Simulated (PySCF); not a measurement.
System: C₅H₁₂AlNO.

Input file:

```
{"job": {"kind": "nmr", "xc": "PBE0", "basis": "pcSseg-1"}, "charge": 0, "multiplicity": 1}
C      1.748944    -2.318960    -0.173796
N      0.891936    -1.469912     0.194533
C      0.531698    -0.413375    -0.679214
C      1.168519     0.928275    -0.303077
C      0.063391     1.964957    -0.570065
C     -1.130938     1.127504    -1.027478
O     -0.875514    -0.184960    -0.512952
Al    -1.812751    -0.787400     1.185847
H      2.230105    -2.309723    -1.171222
H      2.040424    -3.118934     0.519350
H      0.694897    -0.654836    -1.750214
H      2.086318     1.100140    -0.881725
H      1.430438     0.892570     0.763335
H     -0.179815     2.512335     0.350478
H      0.347296     2.702301    -1.333672
H     -1.193186     1.055740    -2.125786
H     -2.104279     1.442243    -0.631998
H     -1.837747    -2.385087     1.129841
H     -3.187081    -0.041525     0.786020
H     -0.960785    -0.027345     2.318121
```

Command:

```sh
OMP_NUM_THREADS=1 python probes_run.py task.json out
```

Geometry: PBE0-D3(BJ)/def2-SVP.

These are results of PBE0/pcSseg-1, SCF density, gas phase, non-relativistic in PySCF, not measurements.

### What will maps of the electron density and electron localisation function show?

C–O (1.44 Å): ρ at the midpoint is about 2 e/Å³, with its minimum of 1.7 e/Å³ about 0.5 Å from C; the ELF peaks at about 0.90 between the atoms, as expected for a shared but strongly polarised pair.
Al–O (2.03 Å): ρ at the midpoint is about 0.38 e/Å³; the ELF peaks at about 0.90 in the valence shell of O, 0.6 Å from its nucleus, and is about 0.45 at the midpoint.
C–N (1.42 Å): ρ is about 2.1 e/Å³ halfway; the ELF peaks at about 0.95 between the atoms, as expected for localised, covalent bonding.

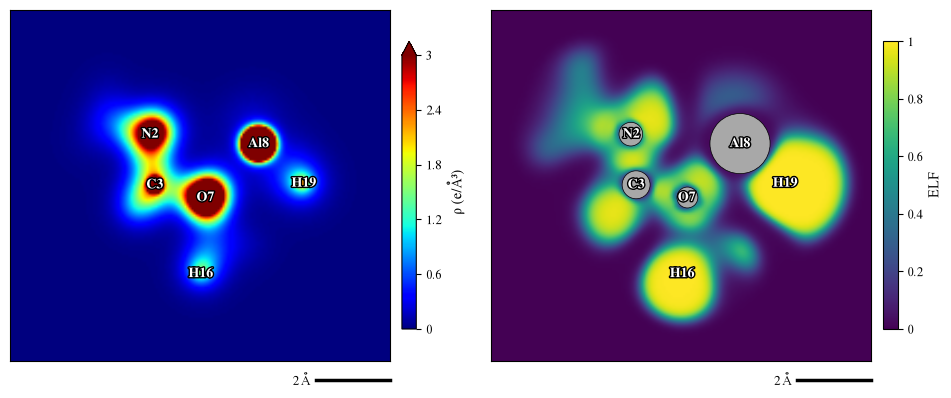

Computed electron density and electron localisation function on the plane of atoms O7, Al8 and H19, in this order. Grey discs cover the atomic cores in the ELF map. 
